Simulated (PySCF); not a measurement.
# [Ho(NH2)4]−: from a template to the relaxed complex

What shape and bonds does [Ho(NH2)4]− have? It is relaxed from a template within its point group. The species was built from a template and needn't be a known compound.

Computed with PySCF 2.14.0. Level: PBE0, Ho lcecp-1-SVP with ECP56, N def2-SVP, H def2-SVP; scalar-relativistic core potentials, no spin–orbit coupling.

1 further run of the same task is left out (for a known fault of the program).

## Step 1: Starting geometry

13 atoms, charge -1, spin multiplicity 1.

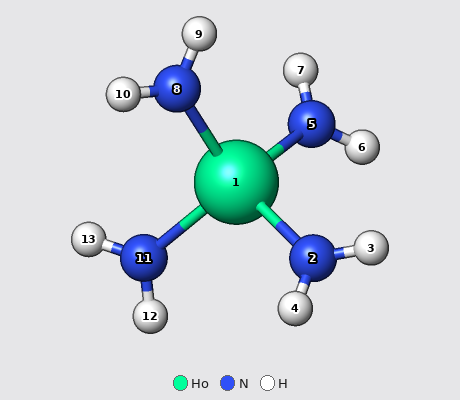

The starting geometry (holmium green, nitrogen blue, hydrogen white); atoms are numbered from 1 in the order of the file.

Coordinates:

```xyz
13
H8HoN4
Ho    0.0000    0.0000    0.0000
N     1.2964    1.2964    1.2964
H     1.6371    1.0502    2.2240
H     1.6371    2.2240    1.0502
N    -1.2964   -1.2964    1.2964
H    -1.6371   -1.0502    2.2240
H    -1.6371   -2.2240    1.0502
N     1.2964   -1.2964   -1.2964
H     1.6371   -2.2240   -1.0502
H     1.6371   -1.0502   -2.2240
N    -1.2964    1.2964   -1.2964
H    -1.6371    2.2240   -1.0502
H    -1.6371    1.0502   -2.2240
```

Formal oxidation states: Ho +3. Each metal's 10 4f electrons lie in its core potential, so multiplicities, spins and levels count the valence alone.

## Step 2: SCF at the start, singlet

Contents of run.py (the lines that set the calculation):

```python
mol = gto.M(atom='''
Ho     0.00000     0.00000     0.00000
N      1.29640     1.29640     1.29640
H      1.63710     1.05020     2.22400
H      1.63710     2.22400     1.05020
N     -1.29640    -1.29640     1.29640
H     -1.63710    -1.05020     2.22400
H     -1.63710    -2.22400     1.05020
N      1.29640    -1.29640    -1.29640
H      1.63710    -2.22400    -1.05020
H      1.63710    -1.05020    -2.22400
N     -1.29640     1.29640    -1.29640
H     -1.63710     2.22400    -1.05020
H     -1.63710     1.05020    -2.22400''',
    basis={'Ho': 'lcecp-1-SVP', 'N': 'def2-SVP', 'H': 'def2-SVP'},
    ecp={'Ho': 'lcecp-1-SVP'},
    charge=-1, spin=0)
mf = dft.RKS(mol, xc='PBE0')
mf.grids.atom_grid = (50, 194)  # f atoms: unpruned, at least (60, 302)
mf = mf.density_fit()  # fitting sets: Ho AutoAux, N def2-universal-JKFIT, H def2-universal-JKFIT
mf.conv_tol = 1e-08; mf.max_cycle = 55
mf.kernel(dm0)  # dm0: free metal ions and neutral atoms
```

Command:

```console
$ OMP_NUM_THREADS=2 python run.py
```

Standard output:

```text
init E= -267.447480054377
  HOMO = 0.00137508147362391  LUMO = 0.123320253670903  gap/eV = 3.31830
cycle= 1 E= -260.976655063371  delta_E= 6.47  |g|= 0.955  |ddm|= 3.72
  HOMO = -0.118926266199141  LUMO = 0.144056440092758  gap/eV = 7.15612
cycle= 2 E= -260.835261830366  delta_E= 0.141  |g|= 1.24  |ddm|= 1.76
  HOMO = -0.0167015879441173  LUMO = 0.155466801402106  gap/eV = 4.68494
cycle= 3 E= -261.184388754281  delta_E= -0.349  |g|= 0.135  |ddm|= 1.06
  HOMO = -0.0348113876462113  LUMO = 0.148626077471185  gap/eV = 4.99159
cycle= 4 E= -261.188882557535  delta_E= -0.00449  |g|= 0.0246  |ddm|= 0.24
  HOMO = -0.0329686439537681  LUMO = 0.149555456110168  gap/eV = 4.96673
cycle= 5 E= -261.189067370676  delta_E= -0.000185  |g|= 0.00184  |ddm|= 0.0493
  HOMO = -0.0331052560793367  LUMO = 0.149521077385645  gap/eV = 4.96952
cycle= 6 E= -261.189068430067  delta_E= -1.06e-06  |g|= 0.000276  |ddm|= 0.00453
  HOMO = -0.0330872528783319  LUMO = 0.149532547293562  gap/eV = 4.96934
cycle= 7 E= -261.189068450741  delta_E= -2.07e-08  |g|= 8.04e-05  |ddm|= 0.000411
  HOMO = -0.0330860947123197  LUMO = 0.149532304894345  gap/eV = 4.96930
cycle= 8 E= -261.189068452713  delta_E= -1.97e-09  |g|= 3.86e-06  |ddm|= 0.00013
  HOMO = -0.0330853090154619  LUMO = 0.14953261419412  gap/eV = 4.96929
Extra cycle  E= -261.189068452713  delta_E=    0  |g|= 4.21e-06  |ddm|= 7.99e-06
converged SCF energy = -261.189068452713
```

Wall time 4.2 s (2 threads of Intel Xeon 6975P-C (Granite Rapids), shared host); peak memory 0.8 GiB.

Read off: E = -261.189068 Eh, HOMO -0.90 eV, LUMO 4.07 eV, Mulliken charge on Ho1 +0.67 e. 

## Step 3: Relaxation, singlet

Steps are kept in the start's point group, D2d.

Edit run.py (the lines that set the calculation) of step 2 so:

```diff
@@ -21,2 +21,3 @@
 mf.conv_tol = 1e-08; mf.max_cycle = 55
-mf.kernel(dm0)  # dm0: free metal ions and neutral atoms
+mf.kernel(dm0)  # dm0: an SCF of this state at this start
+# quasi-Newton relaxation in Cartesian coordinates to a largest gradient under 0.00045 Eh/bohr, steps kept in the point group
```

Command:

```console
$ OMP_NUM_THREADS=2 python run.py
```

No log is kept here; the results follow.

Wall time 66 s (2 threads of Intel Xeon 6975P-C (Granite Rapids), shared host).

Along the way:

```csv
step,energy from step 1 (eV),largest force component (eV/Å)
1,0.0000,0.4630
2,-0.0756,0.1674
3,-0.0891,0.3170
4,-0.1027,0.0888
5,-0.1081,0.0733
6,-0.1225,0.0563
7,-0.1274,0.0705
8,-0.1322,0.0364
9,-0.1340,0.0357
10,-0.1342,0.0179
11,-0.1343,0.0049
```

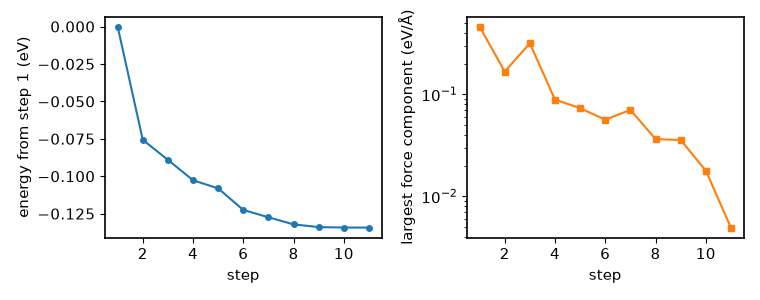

Energy and force, step by step.

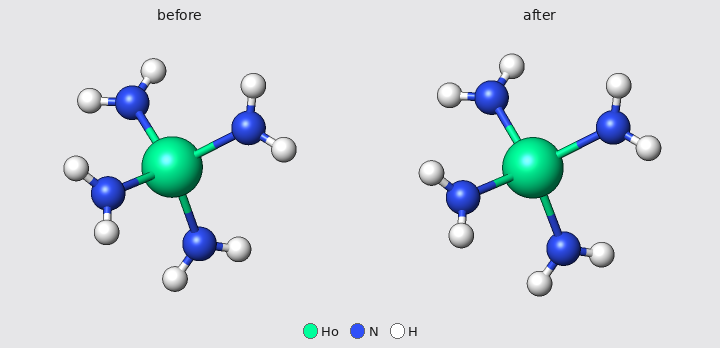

The geometry before (left) and after (right).

Distances of close pairs at the start and the end, largest changes first:

```csv
bond,before (Å),after (Å),change (Å)
N2–H3,1.018,1.021,+0.002
N2–H4,1.018,1.021,+0.002
N5–H6,1.018,1.021,+0.002
N5–H7,1.018,1.021,+0.002
N8–H9,1.018,1.021,+0.002
N8–H10,1.018,1.021,+0.002
N11–H12,1.018,1.021,+0.002
N11–H13,1.018,1.021,+0.002
```

It ends in D2d at E = -261.194005 Eh.

```
Ho    0.00000    0.00000    0.00000
N     1.09623    1.38651    1.38651
H     1.48249    1.15499    2.30247
H     1.48249    2.30247    1.15499
N    -1.09623   -1.38651    1.38651
H    -1.48249   -1.15499    2.30247
H    -1.48249   -2.30247    1.15499
N     1.09623   -1.38651   -1.38651
H     1.48249   -2.30247   -1.15499
H     1.48249   -1.15499   -2.30247
N    -1.09623    1.38651   -1.38651
H    -1.48249    2.30247   -1.15499
H    -1.48249    1.15499   -2.30247
```

## Step 4: Frequencies and infrared intensities

Contents of run.py (the lines that set the calculation):

```python
mol = gto.M(atom='''
Ho     0.00000     0.00000     0.00000
N      1.09623     1.38651     1.38651
H      1.48249     1.15499     2.30247
H      1.48249     2.30247     1.15499
N     -1.09623    -1.38651     1.38651
H     -1.48249    -1.15499     2.30247
H     -1.48249    -2.30247     1.15499
N      1.09623    -1.38651    -1.38651
H      1.48249    -2.30247    -1.15499
H      1.48249    -1.15499    -2.30247
N     -1.09623     1.38651    -1.38651
H     -1.48249     2.30247    -1.15499
H     -1.48249     1.15499    -2.30247''',
    basis={'Ho': 'lcecp-1-SVP', 'N': 'def2-SVP', 'H': 'def2-SVP'},
    ecp={'Ho': 'lcecp-1-SVP'},
    charge=-1, spin=0)
mf = dft.RKS(mol, xc='PBE0')
mf.grids.atom_grid = (50, 194)  # f atoms: unpruned, at least (60, 302)
mf = mf.density_fit()  # fitting sets: Ho AutoAux, N def2-universal-JKFIT, H def2-universal-JKFIT
mf.conv_tol = 1e-10; mf.max_cycle = 55
mf.kernel(dm0)  # dm0: the density of the relaxed state
# Hessian and dipole derivatives by central differences of gradients, 0.02 bohr
```

Command:

```console
$ OMP_NUM_THREADS=2 python run.py
```

No log is kept here; the results follow.

It took 90 s on 2 threads of Intel Xeon 6975P-C (Granite Rapids), shared host.

Point group D2d; negative numbers are unstable modes, and those under 60 cm⁻¹ are near the numerical noise:

```csv
cm⁻¹,km/mol,symmetry
-95,0.0,a2
95,0.0,b1
96,9.0,e
96,9.0,e
98,0.1,b2
101,0.0,a1
134,9.1,e
134,9.1,e
229,0.0,b1
294,0.0,a2
315,95.4,e
315,95.4,e
353,279.6,b2
354,0.0,a1
360,74.8,e
360,74.8,e
383,0.0,b1
458,197.4,e
458,197.4,e
460,133.6,b2
487,0.0,a1
1512,26.2,b2
1512,10.1,e
1512,10.1,e
1517,0.0,a1
3518,8.2,b2
3518,9.4,e
3518,9.4,e
3520,0.0,a1
3604,0.0,a2
3604,0.0,b1
3604,8.6,e
3604,8.6,e
```

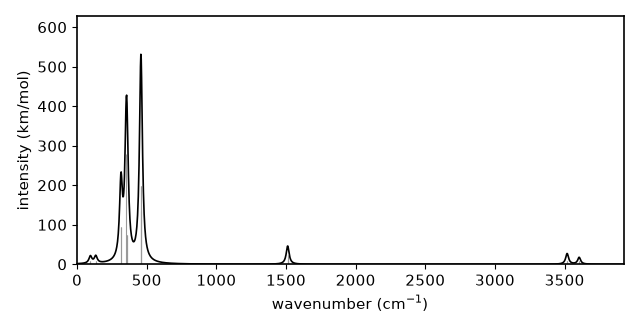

The infrared spectrum from the harmonic lines. Lines are broadened to a width of 25 cm⁻¹ (Lorentzian).

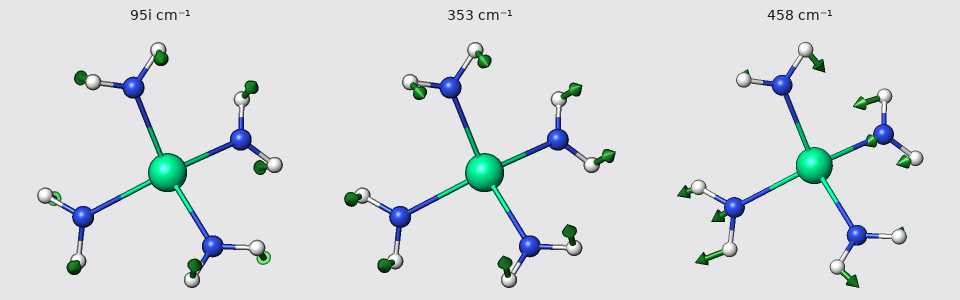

Displacements of 3 modes, as arrows.

## Step 5: Displaced along the imaginary mode

Steps are kept in the start's point group, S4.

Contents of run.py (the lines that set the calculation):

```python
mol = gto.M(atom='''
Ho     0.00000     0.00000     0.00000
N      1.09623     1.38859     1.38443
H      1.25636     1.18839     2.40373
H      1.70861     2.20122     1.12160
N     -1.09623    -1.38443     1.38859
H     -1.70861    -1.12160     2.20122
H     -1.25636    -2.40373     1.18839
N      1.09623    -1.38859    -1.38443
H      1.70861    -2.20122    -1.12160
H      1.25636    -1.18839    -2.40373
N     -1.09623     1.38443    -1.38859
H     -1.25636     2.40373    -1.18839
H     -1.70861     1.12160    -2.20122''',
    basis={'Ho': 'lcecp-1-SVP', 'N': 'def2-SVP', 'H': 'def2-SVP'},
    ecp={'Ho': 'lcecp-1-SVP'},
    charge=-1, spin=0)
mf = dft.RKS(mol, xc='PBE0')
mf.grids.atom_grid = (50, 194)  # f atoms: unpruned, at least (60, 302)
mf = mf.density_fit()  # fitting sets: Ho AutoAux, N def2-universal-JKFIT, H def2-universal-JKFIT
mf.conv_tol = 1e-08; mf.max_cycle = 55
mf.kernel(dm0)  # dm0: an SCF of this state at this start
# quasi-Newton relaxation in Cartesian coordinates to a largest gradient under 0.00045 Eh/bohr, steps kept in the point group
```

Command:

```console
$ OMP_NUM_THREADS=2 python run.py
```

No log is kept here; the results follow.

It took 2.8 min on 2 threads of Intel Xeon 6975P-C (Granite Rapids), shared host.

The steps of the relaxation:

```csv
step,energy from step 1 (eV),largest force component (eV/Å)
1,0.0000,1.1960
2,-0.1720,0.0797
3,-0.1740,0.0384
4,-0.1757,0.0306
5,-0.1770,0.0498
6,-0.1825,0.2193
7,-0.1878,0.2182
8,-0.1939,0.2725
9,-0.2044,0.0966
10,-0.2094,0.1073
11,-0.2159,0.2797
12,-0.2233,0.0635
13,-0.2282,0.1783
14,-0.2309,0.0484
15,-0.2333,0.1027
16,-0.2372,0.1258
17,-0.2392,0.1021
18,-0.2408,0.0635
19,-0.2416,0.0422
20,-0.2419,0.0832
21,-0.2421,0.1270
22,-0.2427,0.0880
23,-0.2429,0.0808
24,-0.2432,0.0380
25,-0.2434,0.0135
26,-0.2434,0.0057
```

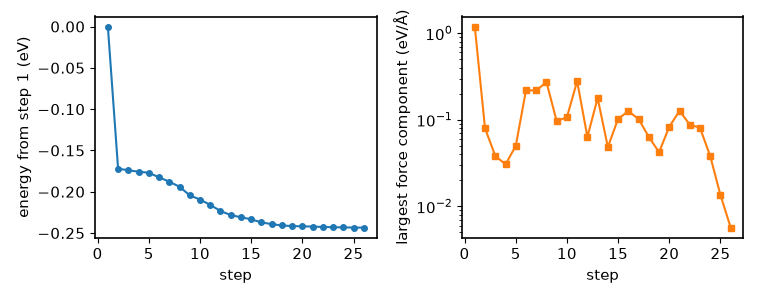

Energy and force, step by step.

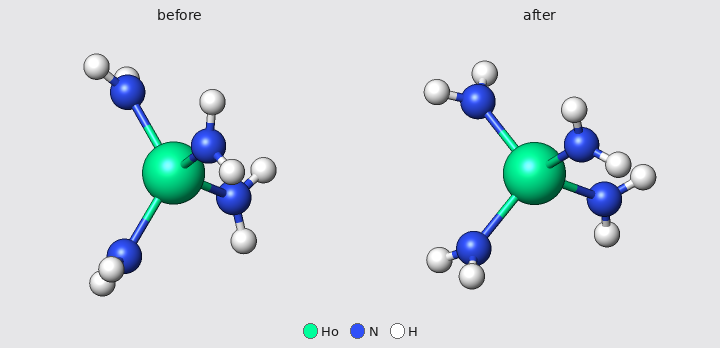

The geometry before (left) and after (right).

Close pairs (by a distance rule), those that changed most:

```csv
bond,before (Å),after (Å),change (Å)
N2–H3,1.051,1.020,-0.031
N8–H10,1.051,1.020,-0.031
N5–H7,1.051,1.020,-0.031
N11–H12,1.051,1.020,-0.031
N5–H6,1.051,1.021,-0.030
N11–H13,1.051,1.021,-0.030
N2–H4,1.051,1.021,-0.030
N8–H9,1.051,1.021,-0.030
```

It ends in S4 at E = -261.196724 Eh.

```xyz
13
charge -1, multiplicity 1
Ho    0.0000    0.0000    0.0000
N     1.3506    1.2011    1.3248
H     1.2943    1.3954    2.3242
H     2.2197    1.6346    1.0093
N    -1.3506   -1.3248    1.2011
H    -2.2197   -1.0093    1.6346
H    -1.2943   -2.3242    1.3953
N     1.3506   -1.2011   -1.3248
H     2.2197   -1.6346   -1.0093
H     1.2943   -1.3954   -2.3242
N    -1.3506    1.3248   -1.2011
H    -1.2943    2.3242   -1.3953
H    -2.2197    1.0093   -1.6346
```

## Step 6: Charges, bond orders and levels

Contents of run.py (the lines that set the calculation):

```python
mol = gto.M(atom='''
Ho     0.00001     0.00000     0.00000
N      1.35059     1.20107     1.32484
H      1.29426     1.39539     2.32420
H      2.21968     1.63459     1.00929
N     -1.35058    -1.32483     1.20107
H     -2.21966    -1.00927     1.63459
H     -1.29430    -2.32421     1.39534
N      1.35059    -1.20107    -1.32484
H      2.21968    -1.63459    -1.00929
H      1.29426    -1.39539    -2.32420
N     -1.35058     1.32483    -1.20107
H     -1.29430     2.32421    -1.39534
H     -2.21966     1.00927    -1.63459''',
    basis={'Ho': 'lcecp-1-SVP', 'N': 'def2-SVP', 'H': 'def2-SVP'},
    ecp={'Ho': 'lcecp-1-SVP'},
    charge=-1, spin=0)
mf = dft.RKS(mol, xc='PBE0')
mf.grids.atom_grid = (75, 302)  # f atoms: unpruned, at least (60, 302)
mf = mf.density_fit()  # fitting sets: Ho AutoAux, N def2-universal-JKFIT, H def2-universal-JKFIT
mf.conv_tol = 1e-09; mf.max_cycle = 55
mf.kernel(dm0)  # dm0: the density of the relaxed state
```

Command:

```console
$ OMP_NUM_THREADS=2 python run.py
```

Standard output:

```text
init E= -261.196747369302
  HOMO = -0.0412733319729808  LUMO = 0.150104293196252  gap/eV = 5.20765
cycle= 1 E= -261.196747371318  delta_E= -2.02e-09  |g|= 5.89e-05  |ddm|= 0.000254
  HOMO = -0.0412824918886787  LUMO = 0.150101829853945  gap/eV = 5.20783
cycle= 2 E= -261.19674737012  delta_E= 1.2e-09  |g|= 9.39e-05  |ddm|= 0.000135
  HOMO = -0.0412803824650631  LUMO = 0.150102895352241  gap/eV = 5.20780
cycle= 3 E= -261.196747372138  delta_E= -2.02e-09  |g|= 2.48e-06  |ddm|= 8.01e-05
  HOMO = -0.041280218778415  LUMO = 0.150102945761468  gap/eV = 5.20780
cycle= 4 E= -261.196747372139  delta_E= -1.88e-12  |g|= 2.34e-06  |ddm|= 5.87e-06
  HOMO = -0.0412804171916795  LUMO = 0.150102849273258  gap/eV = 5.20780
Extra cycle  E= -261.196747372138  delta_E= 1.59e-12  |g|= 3.73e-06  |ddm|= 5.49e-06
converged SCF energy = -261.196747372138
```

It took 29 s on 2 threads of Intel Xeon 6975P-C (Granite Rapids), shared host.

It gives: E = -261.196747 Eh, HOMO -1.12 eV, LUMO 4.08 eV, Mulliken charge on Ho1 +0.62 e, largest force component 0.006 eV/Å. 

Löwdin charges:

Ho1 0.12; N2 -0.36; H3 0.04; H4 0.04; N5 -0.36; H6 0.04; H7 0.04; N8 -0.36; H9 0.04; H10 0.04; N11 -0.36; H12 0.04; H13 0.04

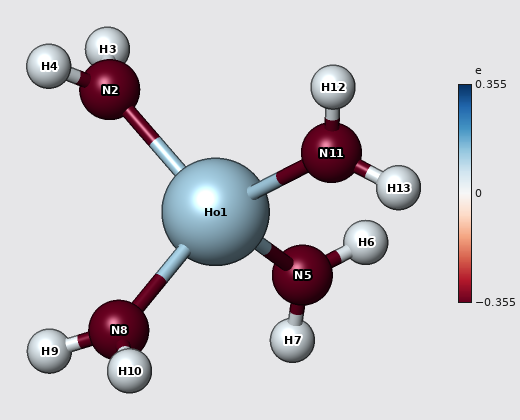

Löwdin charges, as colours on the atoms.

Mulliken charges: Ho1 +0.62, N2 -0.54, H3 +0.07, H4 +0.07, N5 -0.54, H6 +0.07, H7 +0.07, N8 -0.54, H9 +0.07, H10 +0.07, N11 -0.54, H12 +0.07, H13 +0.07 e.

Contacts (the nearest donor of each ligand) and Mayer bond orders:

```csv
contact,distance (Å),bond order
Ho1–N2 (NH2),2.241,0.98
Ho1–N5 (NH2),2.241,0.98
Ho1–N8 (NH2),2.241,0.98
Ho1–N11 (NH2),2.241,0.98
```

Mulliken populations of Ho1 outside the core potential: s 2.31, p 6.53, d 1.50, f 0.05.

The fields below are evaluated on a grid from the run's orbitals.

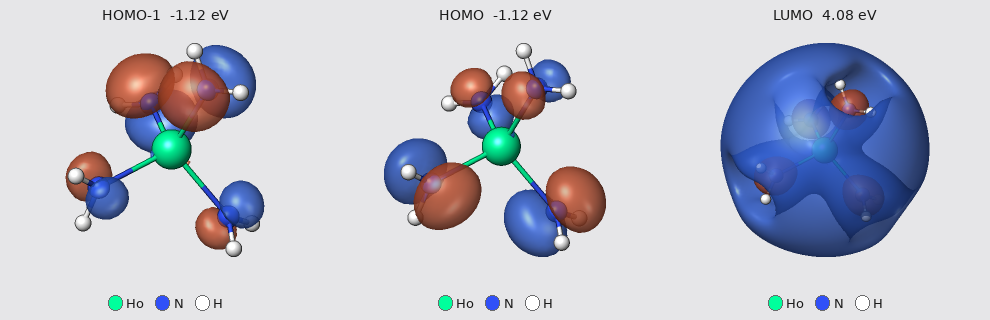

PBE0 orbitals near the gap, drawn at the value that encloses 70 % of each; the two colours are the two signs.

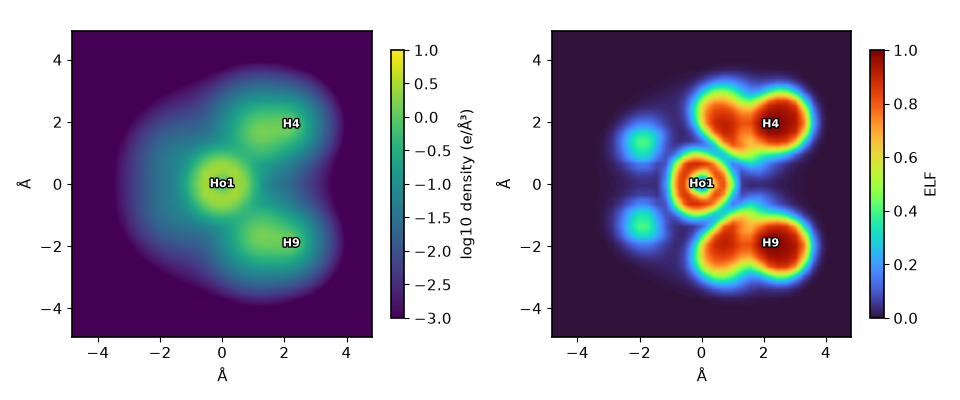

Density (left) and ELF (right) in a plane through or near 3 of the atoms.

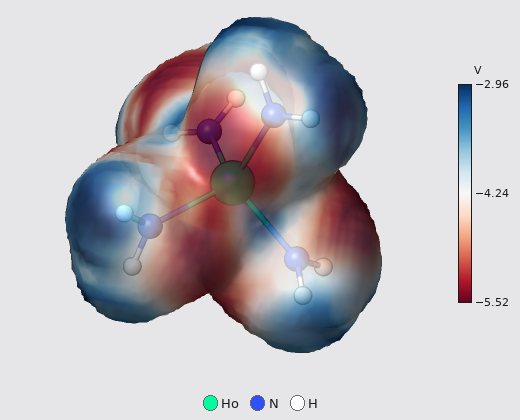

Electrostatic potential on the surface of density 0.002 e/bohr³; red is low, blue high. It runs from -5.52 V near N2 to -2.96 V near H9.

## Step 7: Outcome

```
                                                              quantity                         value
                                                 state and point group    singlet in the valence, S4
                                                 first geometry: modes  -95 to 3604 cm⁻¹, 1 unstable
first geometry: strongest infrared band (modes within 1.5 cm⁻¹ summed)         458 cm⁻¹ (395 km/mol)
                                                 metal–ligand contacts                        2.24 Å
                                                       frontier levels   HOMO -1.12 eV, LUMO 4.08 eV
                                       dipole about the centre of mass                        0.00 D
                                                   mean polarisability                       11.3 Å³
```

At the first geometry 1 mode is unstable, so this structure is a saddle point; the molecule was then pushed along the lowest one and relaxed again. The metal carries +0.12 e by Löwdin's partition against a formal +3, and bond orders to the nearest donors reach 0.98. Both measures hang on the basis. Leaving the first, D2d structure gained 0.07 eV and gave S4. No vibrations are shown for the final structure, so this session doesn't show it to be a minimum. One start shape was tried, so another isomer may lie lower. The bases are small and lack diffuse functions. Spin–orbit coupling is left out.
